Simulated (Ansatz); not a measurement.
**C8H18Cl2Si (SMILES CC(C)(C)[Si](Cl)(Cl)C(C)(C)C): density, localisation and related maps**

```json
{"atom": "C", "x (Å)": "-1.7061", "y (Å)": "0.3702", "z (Å)": "1.5119"}
{"atom": "C", "x (Å)": "-0.4465", "y (Å)": "1.1410", "z (Å)": "1.1137"}
{"atom": "C", "x (Å)": "0.6857", "y (Å)": "0.8185", "z (Å)": "2.0904"}
{"atom": "C", "x (Å)": "-0.7416", "y (Å)": "2.6423", "z (Å)": "1.1828"}
{"atom": "Si", "x (Å)": "0.0606", "y (Å)": "0.7205", "z (Å)": "-0.6648"}
{"atom": "Cl", "x (Å)": "1.7360", "y (Å)": "1.8581", "z (Å)": "-1.0921"}
{"atom": "Cl", "x (Å)": "-1.4561", "y (Å)": "1.3895", "z (Å)": "-1.9039"}
{"atom": "C", "x (Å)": "0.4482", "y (Å)": "-1.0608", "z (Å)": "-1.1882"}
{"atom": "C", "x (Å)": "0.8757", "y (Å)": "-1.0431", "z (Å)": "-2.6587"}
{"atom": "C", "x (Å)": "-0.7899", "y (Å)": "-1.9480", "z (Å)": "-1.0482"}
{"atom": "C", "x (Å)": "1.5905", "y (Å)": "-1.6333", "z (Å)": "-0.3475"}
{"atom": "H", "x (Å)": "-2.5256", "y (Å)": "0.5303", "z (Å)": "0.8072"}
{"atom": "H", "x (Å)": "-1.5258", "y (Å)": "-0.7038", "z (Å)": "1.5881"}
{"atom": "H", "x (Å)": "-2.0440", "y (Å)": "0.7137", "z (Å)": "2.4960"}
{"atom": "H", "x (Å)": "1.6127", "y (Å)": "1.3316", "z (Å)": "1.8248"}
{"atom": "H", "x (Å)": "0.8935", "y (Å)": "-0.2514", "z (Å)": "2.1476"}
{"atom": "H", "x (Å)": "0.3995", "y (Å)": "1.1495", "z (Å)": "3.0950"}
{"atom": "H", "x (Å)": "-1.0230", "y (Å)": "2.9029", "z (Å)": "2.2092"}
{"atom": "H", "x (Å)": "-1.5663", "y (Å)": "2.9271", "z (Å)": "0.5269"}
{"atom": "H", "x (Å)": "0.1305", "y (Å)": "3.2417", "z (Å)": "0.9132"}
{"atom": "H", "x (Å)": "1.0905", "y (Å)": "-2.0686", "z (Å)": "-2.9794"}
{"atom": "H", "x (Å)": "0.0904", "y (Å)": "-0.6481", "z (Å)": "-3.3066"}
{"atom": "H", "x (Å)": "1.7773", "y (Å)": "-0.4477", "z (Å)": "-2.8149"}
{"atom": "H", "x (Å)": "-1.1011", "y (Å)": "-2.0668", "z (Å)": "-0.0089"}
{"atom": "H", "x (Å)": "-0.5626", "y (Å)": "-2.9470", "z (Å)": "-1.4370"}
{"atom": "H", "x (Å)": "-1.6381", "y (Å)": "-1.5578", "z (Å)": "-1.6151"}
{"atom": "H", "x (Å)": "1.8719", "y (Å)": "-2.6161", "z (Å)": "-0.7419"}
{"atom": "H", "x (Å)": "1.3044", "y (Å)": "-1.7732", "z (Å)": "0.6968"}
{"atom": "H", "x (Å)": "2.4797", "y (Å)": "-0.9991", "z (Å)": "-0.3766"}
```

Geometry: PBE0-D4/def2-TZVP.

These are results of Ansatz, RKS PBE0-D4/def2-TZVPP, not measurements.

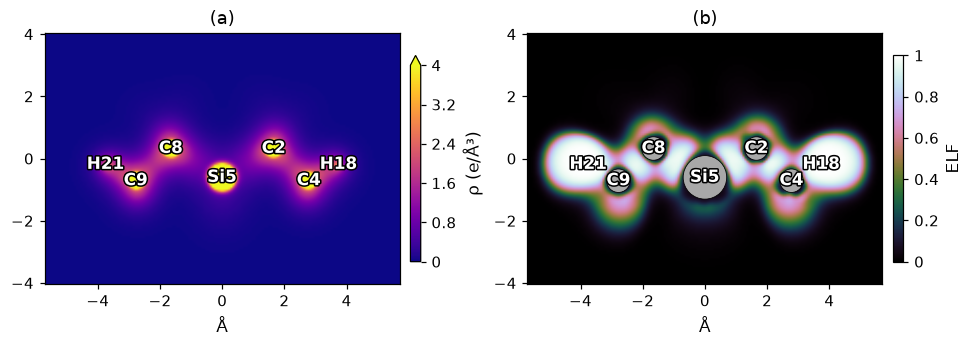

Figure 1. (a) total electron density; (b) electron localisation function on the plane of atoms C2, Si5 and C8. Grey discs cover the atomic cores in the ELF map.

Question: What do the fields say about this system?

Answer:
- The plane passes through C, Si and H nuclei.
- C–C (1.53 Å): ρ is about 1.6 e/Å³ halfway; the ELF peaks at about 0.95 between the atoms; a covalent bond.
- C–Si (1.90 Å): ρ is about 0.98 e/Å³ halfway; the ELF peaks at about 0.95 between the atoms; a shared electron pair.
- C–H (1.10 Å): ρ is about 2 e/Å³ halfway; the ELF climbs to about 1 towards the hydrogen, as it does in any bond to H: a covalent bond by its length.

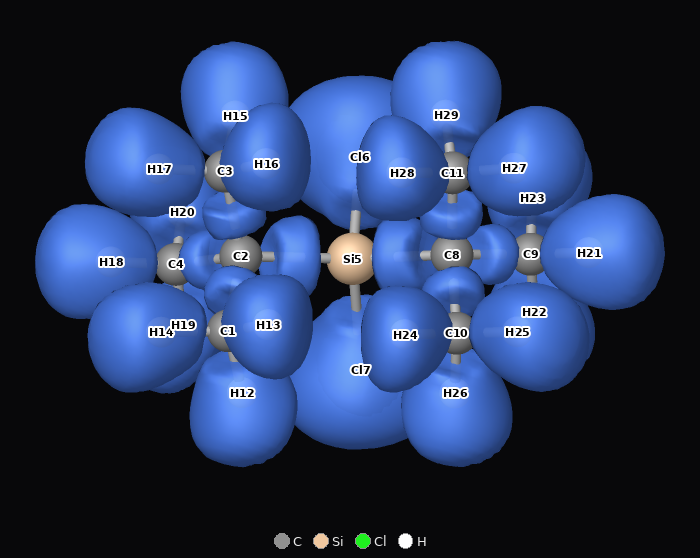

Figure 2. Isosurface of the ELF at 0.75 (blue), seen across its widest extent. Only the valence region is drawn (cores and ρ < 0.01 e/Å³ removed).

Question: What do the ELF domains correspond to?

Answer: The surface consists of six regions between bonded C–C atoms (shared pairs), two regions between bonded C–Si atoms (shared pairs), 18 regions around hydrogen nuclei and two regions on Cl in which the atom's valence shell and bonds are merged.

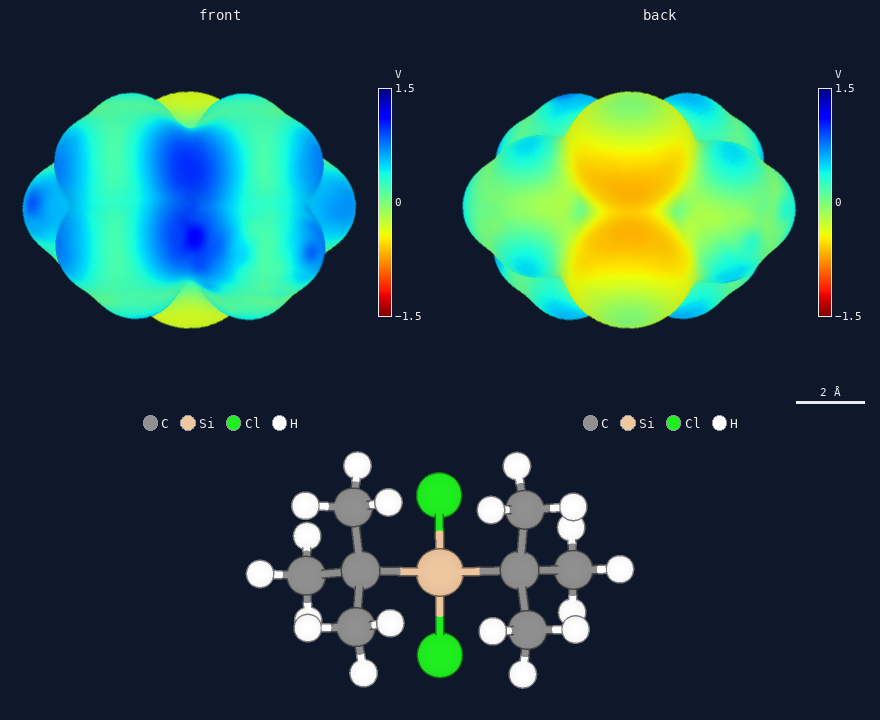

Figure 3. The molecular electrostatic potential painted on the density surface at 0.002 e/bohr³, seen from the front and from behind; the colour scale runs from red (negative) to blue (positive). The bare structure is drawn below in the same view.

Question: Which sites attract a positive test charge, and which a negative one?

Answer: A positive charge is drawn to the negative regions and a negative charge to the positive ones. The most negative region (about −0.7 V) lies over Cl6 and Cl7, the most positive (about +1.0 V) over H13, H16, H24 and H28.
